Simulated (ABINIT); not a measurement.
## A GW run on Diamond (Fd-3m, 2 atoms a cell) in ABINIT, with inputs changed

Aim: change inputs of a GW run on Diamond (Fd-3m, 2 atoms a cell) and see what moves.

Method: PBE and many-body steps on it, plane waves, in ABINIT 10.8.3.

## Step 1: Set-up

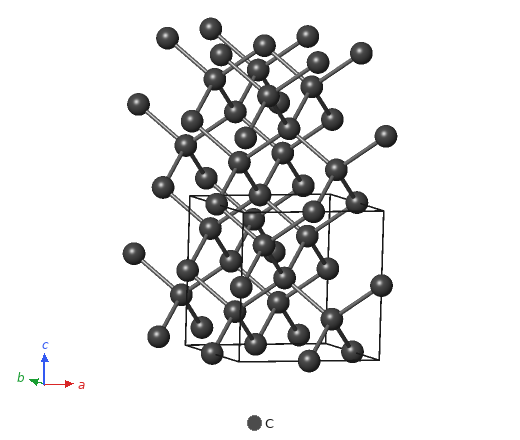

Start, viewed slightly off an axis; carbon dark grey. 1×2×2 cells are drawn. This picture shows the conventional cell, with its axes. Some periodic images of atoms are drawn too.

Structure file:

```cif
data_structure
_symmetry_space_group_name_H-M 'Fd-3m:1'
_symmetry_Int_Tables_number 227
_cell_length_a 3.5667
_cell_length_b 3.5667
_cell_length_c 3.5667
_cell_angle_alpha 90.000
_cell_angle_beta 90.000
_cell_angle_gamma 90.000
_cell_volume 45.37
loop_
_atom_site_label
_atom_site_type_symbol
_atom_site_symmetry_multiplicity
_atom_site_Wyckoff_symbol
_atom_site_fract_x
_atom_site_fract_y
_atom_site_fract_z
_atom_site_occupancy
C1 C 8 b 0.00000 0.00000 0.50000 1
```

The cell and positions come from the Crystallography Open Database and are kept as given unless a step says otherwise.

## Step 2: Screening, 8×8×8 mesh, 99 bands, screening to 304.8 eV

This step: ABINIT 10.8.3; RPA screening on PBE, plane waves, norm-conserving pseudopotentials.

The RPA dielectric matrix is built and inverted for each q.

The input, run.abi:

```
acell 3*1.0 Angstrom
rprim 
  -0.000000000000 1.783370000000 1.783370000000
  1.783370000000 0.000000000000 1.783370000000
  1.783370000000 1.783370000000 0.000000000000
ntypat 1
znucl 6
natom 2
typat 1 1
xred 
  -0.000000000000 0.000000000000 -0.000000000000
  0.250000000000 0.250000000000 0.250000000000
pp_dirpath "pseudos"
pseudos "C.upf"
ecut 37
ngkpt 8 8 8
nshiftk 1
shiftk 0 0 0
kptopt 1
chksymbreak 0
istwfk *1
occopt 1
irdwfk 1
optdriver 3
nband 99
ecuteps 11.2
inclvkb 2
awtr 1
symchi 1
indata_prefix "in"
outdata_prefix "out"
tmpdata_prefix "tmp"
```

Run with:

```console
$ OMP_NUM_THREADS=1 mpirun -n 4 abinit run.abi > log
```

The program printed:

```text
.Version 10.8.3 of ABINIT. v10.8.2 released Aug 2026.

 Symmetries : space group Fd -3 m (#227); Bravais cF (face-center cubic)
[... echo of the input left out ...]
== DATASET  1 ==================================================================
-   mpi_nproc: 4, omp_nthreads: 1 (-1 if OMP is not activated)

--- !DatasetInfo
iteration_state: {dtset: 1, }
dimensions: {natom: 2, nkpt: 29, mband: 99, nsppol: 1, nspinor: 1, nspden: 1, mpw: 869, }
cutoff_energies: {ecut:  37.0, pawecutdg:  -1.0, }
electrons: {nelect:   8.00000000E+00, charge:   0.00000000E+00, occopt:   1.00000000E+00, tsmear:   1.00000000E-02, }

 SCREENING: Calculation of the susceptibility and dielectric matrices

 Based on a program developped by R.W. Godby, V. Olevano, G. Onida, and L. Reining.
 Incorporated in ABINIT by V. Olevano, G.-M. Rignanese, and M. Torrent.
.Using double precision arithmetic ; gwpc =  8

[... cell and pseudopotentials left out ...]
--------------------------------------------------------------------------------

 ==== K-mesh for the wavefunctions ====
 Number of points in the irreducible wedge :    29
[... list of points left out ...]
 Together with 48 symmetry operations and time-reversal symmetry
 yields   512 points in the full Brillouin Zone.

 ==== Q-mesh for the screening function ====
 Number of points in the irreducible wedge :    29
[... list of points left out ...]
 Together with 48 symmetry operations and time-reversal symmetry
 yields   512 points in the full Brillouin Zone.

 setmesh: FFT mesh size selected  =    20x   20x   20
          total number of points  =         8000

 vcoul_init : cutoff-mode = AUXILIARY_FUNCTION
 q-points for optical limit:   1
     1)      0.000010    0.000020    0.000030

- screening: taking advantage of time-reversal symmetry
- Maximum band index for partially occupied states nbvw = 4
- Remaining bands to be divided among processors   nbcw = 95
- Number of bands treated by each node ~23

 Number of electrons calculated from density =    8.0000; Expected =    8.0000
 average of density, n =  0.104505
 r_s =    1.3170
 omega_plasma =   31.1835 [eV]

 calculating chi0 at frequencies [eV] :
  1    0.000000E+00    0.000000E+00
  2    0.000000E+00    3.118352E+01

--------------------------------------------------------------------------------
  q-point number  1        q = ( 0.000000, 0.000000, 0.000000) [r.l.u.]
--------------------------------------------------------------------------------
[... chi0 elements left out ...]
 For q-point:  0.000010 0.000020 0.000030
  dielectric constant =   5.5152
  dielectric constant without local fields =   5.9490

  Average fulfillment of the sum rule on Im[epsilon] for q-point    1 :     94.44  [%]
[... wings left out ...]
  q-point number  2        q = ( 0.125000, 0.000000, 0.000000) [r.l.u.]
--------------------------------------------------------------------------------
[... chi0 elements left out ...]
  Average fulfillment of the sum rule on Im[epsilon] for q-point    2 :     99.68  [%]

 [... 27 further q-points ...]
```

Run time: 64 s. Hardware: 4 MPI ranks of Intel Xeon 6975P-C (Granite Rapids), shared host; peak memory 0.86 GiB.

Numbers from this step:

* ε∞ with local fields, on this mesh, along the program's q direction: 5.515
* the same without local fields: 5.949
* plasma frequency: 31.18 eV
* plane waves in the screening matrix: 137

Local fields lower ε∞ by 7 %.

## Step 3: Base

The self-energy is evaluated for the states that the input lists, and the levels follow from it, in one-shot runs by the linearised quasiparticle equation.

This step: G0W0 on PBE, plane waves, norm-conserving pseudopotentials.

Edit run.abi of step 2 so:

```diff
@@ -23,8 +23,17 @@
 irdwfk 1
-optdriver 3
+optdriver 4
 nband 99
+gwcalctyp 0
+ecutsigx 37
+symsigma 1
+nkptgw 2
+kptgw 
+  0.0000000000 0.0000000000 0.0000000000
+  0.3750000000 0.3750000000 0.0000000000
+bdgw 
+  2 7
+  3 6
 ecuteps 11.2
-inclvkb 2
-awtr 1
-symchi 1
+irdscr 1
+ppmodel 1
 indata_prefix "in"
```

The program printed:

```text
.Version 10.8.3 of ABINIT. v10.8.2 released Aug 2026.

 Symmetries : space group Fd -3 m (#227); Bravais cF (face-center cubic)
[... echo of the input left out ...]
== DATASET  1 ==================================================================
-   mpi_nproc: 4, omp_nthreads: 1 (-1 if OMP is not activated)

--- !DatasetInfo
iteration_state: {dtset: 1, }
dimensions: {natom: 2, nkpt: 29, mband: 99, nsppol: 1, nspinor: 1, nspden: 1, mpw: 869, }
cutoff_energies: {ecut:  37.0, pawecutdg:  -1.0, }
electrons: {nelect:   8.00000000E+00, charge:   0.00000000E+00, occopt:   1.00000000E+00, tsmear:   1.00000000E-02, }

 SIGMA: Calculation of the GW corrections

 Based on a program developped by R.W. Godby, V. Olevano, G. Onida, and L. Reining.
 Incorporated in ABINIT by V. Olevano, G.-M. Rignanese, and M. Torrent.
.Using double precision arithmetic ; gwpc =  8

[... cell and pseudopotentials left out ...]
--------------------------------------------------------------------------------

 ==== K-mesh for the wavefunctions ====
 Number of points in the irreducible wedge :    29
[... list of points left out ...]
 Together with 48 symmetry operations and time-reversal symmetry
 yields   512 points in the full Brillouin Zone.

 ==== Q-mesh for screening function ====
 Number of points in the irreducible wedge :    29
[... list of points left out ...]
 Together with 48 symmetry operations and time-reversal symmetry
 yields   512 points in the full Brillouin Zone.

 vcoul_init : cutoff-mode = AUXILIARY_FUNCTION
 q-points for optical limit:   1
     1)      0.000010    0.000020    0.000030
 setmesh: FFT mesh size selected  =    32x   32x   32
          total number of points  =        32768

 Number of electrons calculated from density =    8.0000; Expected =    8.0000
 average of density, n =  0.104505
 r_s =    1.3170
 omega_plasma =   31.1835 [eV]

 === KS Band Gaps ===
  >>>> For spin  1
   Minimum direct gap =   5.6255 [eV], located at k-point      :   0.0000  0.0000  0.0000
   Fundamental gap    =   4.1901 [eV], Top of valence bands at :   0.0000  0.0000  0.0000
                                       Bottom of conduction at :   0.3750  0.3750  0.0000
 SIGMA fundamental parameters:
 PLASMON POLE MODEL  1
 number of plane-waves for SigmaX                  869
 number of plane-waves for SigmaC and W            137
 number of plane-waves for wavefunctions           869
 number of bands                                    99
 number of independent spin polarizations            1
 number of spinorial components                      1
 number of k-points in IBZ                          29
 number of q-points in IBZ                          29
 number of symmetry operations                      48
 number of k-points in BZ                          512
 number of q-points in BZ                          512
 number of frequencies for dSigma/dE                 9
 frequency step for dSigma/dE [eV]                0.25
 number of omega for Sigma on real axis              0
 max omega for Sigma on real axis  [eV]           0.00
 zcut for avoiding poles [eV]                     0.10

 EPSILON^-1 parameters (SCR file):
 dimension of the eps^-1 matrix on file            137
 dimension of the eps^-1 matrix used               137
 number of plane-waves for wavefunctions           869
 number of bands                                    99
 number of q-points in IBZ                          29
 number of frequencies                               2
 number of real frequencies                          1
 number of imag frequencies                          1

 matrix elements of self-energy operator (all in [eV])

 Perturbative Calculation

--- !SelfEnergy_ee
iteration_state: {dtset: 1, }
kpoint     : [   0.000,    0.000,    0.000, ]
spin       : 1
KS_gap     :    5.626
QP_gap     :    7.416
Delta_QP_KS:    1.791
data: !SigmaeeData |
     Band     E0 <VxcDFT>   SigX SigC(E0)      Z dSigC/dE  Sig(E)    E-E0       E
        2  10.293 -16.962 -19.293   1.370   0.831  -0.204 -17.760  -0.798   9.495
        3  10.293 -16.962 -19.293   1.370   0.831  -0.204 -17.760  -0.798   9.495
        4  10.293 -16.962 -19.293   1.370   0.831  -0.204 -17.760  -0.798   9.495
        5  15.918 -15.643  -9.539  -4.911   0.832  -0.202 -14.650   0.993  16.911
        6  15.918 -15.643  -9.539  -4.911   0.832  -0.202 -14.650   0.993  16.911
        7  15.918 -15.643  -9.539  -4.911   0.832  -0.202 -14.650   0.993  16.911

--- !SelfEnergy_ee
iteration_state: {dtset: 1, }
kpoint     : [   0.375,    0.375,    0.000, ]
spin       : 1
KS_gap     :    9.944
QP_gap     :   11.612
Delta_QP_KS:    1.668
data: !SigmaeeData |
     Band     E0 <VxcDFT>   SigX SigC(E0)      Z dSigC/dE  Sig(E)    E-E0       E
        3   4.539 -15.969 -20.469   3.084   0.816  -0.226 -17.123  -1.155   3.384
        4   4.539 -15.969 -20.469   3.084   0.816  -0.226 -17.123  -1.155   3.384
        5  14.483 -14.094  -8.673  -4.812   0.841  -0.188 -13.581   0.513  14.996
        6  17.096 -13.238  -7.304  -5.342   0.843  -0.187 -12.739   0.499  17.595

== END DATASET(S) ==============================================================
================================================================================

 -outvars: echo values of variables after computation  --------
           etotal      0.0000000000E+00
            nband          99
             nkpt          29
          spgroup         227
 [... the other variables as echoed above ...]

 Calculation completed.
```

Run time: 13 s. Hardware: 4 MPI ranks; peak memory 0.86 GiB; 53 s of CPU time.

This step gave:

- G0W0 gap on the points computed: 5.501 eV
- starting gap on the mesh: 4.190 eV
- k of the valence top: 0, 0, 0
- k of the conduction bottom: 0.375, 0.375, 0
- Z at the valence top: 0.831
- Z at the conduction bottom: 0.841
- least direct G0W0 gap on the computed points: 7.416 eV

The gap on the mesh goes from 4.19 eV to 5.50 eV, a correction of +1.31 eV.

## Step 4: Coulomb singularity

Edit run.abi of step 3 so:

```diff
@@ -38,2 +38,3 @@
 ppmodel 1
+gw_icutcoul 7
 indata_prefix "in"
```

The program printed:

```text
.Version 10.8.3 of ABINIT. v10.8.2 released Aug 2026.

 Symmetries : space group Fd -3 m (#227); Bravais cF (face-center cubic)
[... echo of the input left out ...]
== DATASET  1 ==================================================================
-   mpi_nproc: 4, omp_nthreads: 1 (-1 if OMP is not activated)

--- !DatasetInfo
iteration_state: {dtset: 1, }
dimensions: {natom: 2, nkpt: 29, mband: 99, nsppol: 1, nspinor: 1, nspden: 1, mpw: 869, }
cutoff_energies: {ecut:  37.0, pawecutdg:  -1.0, }
electrons: {nelect:   8.00000000E+00, charge:   0.00000000E+00, occopt:   1.00000000E+00, tsmear:   1.00000000E-02, }

 SIGMA: Calculation of the GW corrections

 Based on a program developped by R.W. Godby, V. Olevano, G. Onida, and L. Reining.
 Incorporated in ABINIT by V. Olevano, G.-M. Rignanese, and M. Torrent.
.Using double precision arithmetic ; gwpc =  8

[... cell and pseudopotentials left out ...]
--------------------------------------------------------------------------------

 ==== K-mesh for the wavefunctions ====
 Number of points in the irreducible wedge :    29
[... list of points left out ...]
 Together with 48 symmetry operations and time-reversal symmetry
 yields   512 points in the full Brillouin Zone.

 ==== Q-mesh for screening function ====
 Number of points in the irreducible wedge :    29
[... list of points left out ...]
 Together with 48 symmetry operations and time-reversal symmetry
 yields   512 points in the full Brillouin Zone.

 vcoul_init : cutoff-mode = AUX_GB
 q-points for optical limit:   1
     1)      0.000010    0.000020    0.000030
 setmesh: FFT mesh size selected  =    32x   32x   32
          total number of points  =        32768

 Number of electrons calculated from density =    8.0000; Expected =    8.0000
[...]
number of omega for Sigma on real axis              0
 max omega for Sigma on real axis  [eV]           0.00
 zcut for avoiding poles [eV]                     0.10

 EPSILON^-1 parameters (SCR file):
 dimension of the eps^-1 matrix on file            137
 dimension of the eps^-1 matrix used               137
 number of plane-waves for wavefunctions           869
 number of bands                                    99
 number of q-points in IBZ                          29
 number of frequencies                               2
 number of real frequencies                          1
 number of imag frequencies                          1

 matrix elements of self-energy operator (all in [eV])

 Perturbative Calculation

--- !SelfEnergy_ee
iteration_state: {dtset: 1, }
kpoint     : [   0.000,    0.000,    0.000, ]
spin       : 1
KS_gap     :    5.626
QP_gap     :    7.414
Delta_QP_KS:    1.789
data: !SigmaeeData |
     Band     E0 <VxcDFT>   SigX SigC(E0)      Z dSigC/dE  Sig(E)    E-E0       E
        2  10.293 -16.962 -19.279   1.364   0.831  -0.204 -17.754  -0.791   9.502
        3  10.293 -16.962 -19.279   1.364   0.831  -0.204 -17.754  -0.791   9.502
        4  10.293 -16.962 -19.279   1.364   0.831  -0.204 -17.754  -0.791   9.502
[...]
--- !SelfEnergy_ee
iteration_state: {dtset: 1, }
kpoint     : [   0.375,    0.375,    0.000, ]
spin       : 1
KS_gap     :    9.944
QP_gap     :   11.610
Delta_QP_KS:    1.666
data: !SigmaeeData |
     Band     E0 <VxcDFT>   SigX SigC(E0)      Z dSigC/dE  Sig(E)    E-E0       E
[...]
5  14.483 -14.094  -8.673  -4.806   0.842  -0.188 -13.576   0.518  15.000
        6  17.096 -13.238  -7.304  -5.336   0.843  -0.187 -12.734   0.504  17.600

== END DATASET(S) ==============================================================
================================================================================

 -outvars: echo values of variables after computation  --------
           etotal      0.0000000000E+00
            nband          99
             nkpt          29
          spgroup         227
 [... the other variables as echoed above ...]

 Calculation completed.
```

The job ended after 12 s (4 MPI ranks; peak memory 0.86 GiB).

This step gave:

* G0W0 gap on the points computed: 5.498 eV
* starting gap on the mesh: 4.190 eV
* k of the valence top: 0, 0, 0
* k of the conduction bottom: 0.375, 0.375, 0
* Z at the valence top: 0.831
* Z at the conduction bottom: 0.842
* least direct G0W0 gap on the computed points: 7.414 eV

Against G0W0 in ABINIT (8×8×8 mesh, 99 bands, screening to 304.8 eV, Godby-Needs plasmon pole), the gap moves by −0.003 eV.

## Step 5: Side by side

Times are wall times on 4 MPI ranks of Intel Xeon 6975P-C (Granite Rapids), shared host, good to a factor of about two. A run's time includes the screening step that it read.

```csv
run,mesh,bands,screening cutoff (eV),DFT gap (eV),gap on the mesh (eV),direct (eV),ε∞ used,time
base,8×8×8,99,304.8,4.190,5.501,7.416,5.52,77 s
Coulomb singularity,8×8×8,99,304.8,4.190,5.498,7.414,5.52,76 s
```

## Step 6: Outcome

| Quantity | Value |
| --- | --- |
| base | 5.501 eV |
| Coulomb singularity | 5.498 eV |
| known limits | not at the basis limit |

In words: Coulomb singularity: −0.003 eV against base (keys changed: gw_icutcoul). Bands and cutoff are finite, so the gap is not at the basis limit. The miss can reach some tenths of an eV and take either sign; the mesh is an error of its own. In the G0W0 runs levels were corrected at 2 k points alone, so a gap called «on the mesh» is the least over those, and an edge elsewhere would be missed.

[Paths, hosts, dates, memory and timing lines, banners, echoed tables and standing remarks are left out of the program output.]

[Logs are printed without paths, hosts, clocks, repeated set-up lines and the standing remarks that a program may print on its own settings, such as how far it seeks lower states.]

[Runs of the session that timed out or met a known fault of the program may be left out.]

[Hosts, paths, dates, database ids (printed as entryN), source tags and the programs' standing remarks are cut or masked in the printed files.]

[G0W0 gaps are taken among the corrected bands and points alone; a level outside them can change the order at an edge.]

[Where Ansatz stands beside ABINIT at settings called matched, ABINIT's density can come from a denser mesh and the files from another edition; pairs whose starting gaps differed by over 0.03 eV were left out, so agreement reads better than it is.]
